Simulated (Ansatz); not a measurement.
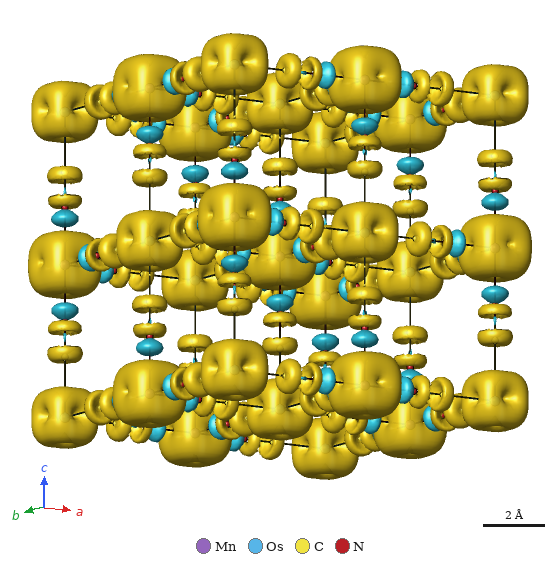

*MnOsC$_{6}$N$_{6}$. Isosurfaces of the spin density at +0.02 (yellow) and −0.02 e/Å³ (cyan), seen at an oblique angle. Sticks mark near contacts.*

Space group Fm-3m; a structure generated by program, which may or may not match a known phase; spin-polarised.

These are results of DFT PBE, scalar-relativistic, plane waves, PAW in Ansatz 0.2.0, not measurements.

In a PAW calculation such maps are meaningful between the atoms, not at the nuclei.

Where is the spin, and how is it ordered?

Answer. The spin density sits on Mn: +2.0 μB (×4) in one cell of 56 atoms, with smaller moments on other sites: Os (up to +0.21 μB): parallel main moments (a ferromagnetic arrangement) in this solution. The cell of the calculation (14 atoms) carries 3.0 μB of net spin moment.
